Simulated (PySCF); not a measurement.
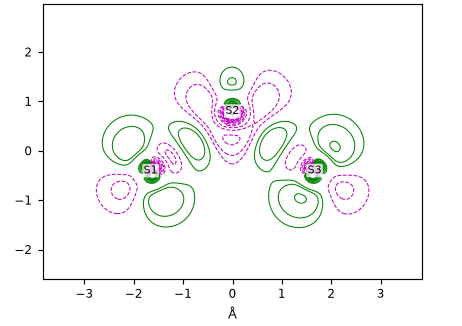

Figure. H2S4. Deformation density (molecule less spherical, spin-averaged free atoms) in the plane of S1, S2 and S3; contours at ±0.05 to ±0.8 e/Å³; solid green lines: gain, dashed magenta lines: loss.

Computed with PySCF, PBE0/aug-cc-pVDZ, geometry: GFN2-xTB. No frequency check shows the geometry to be a minimum. GFN2-xTB bond lengths at metals and heavier atoms can be off by up to 0.1 Å and shapes distorted, which carries into these values.

Question: How much density has each bond in this plane gained at its critical point, relative to the free atoms?

Answer: S2–S3: +0.17 e/Å³ at the bond critical point (bond length 2.06 Å). S1–S2: +0.17 e/Å³ at the bond critical point (bond length 2.05 Å). In all, 1.6 electrons gather in the regions of gain relative to the promolecule.

The PySCF run took 9.7 s on 1 thread of Intel(R) Xeon(R) Platinum 8488C (Sapphire Rapids) (shared host), peak memory 0.52 GiB.
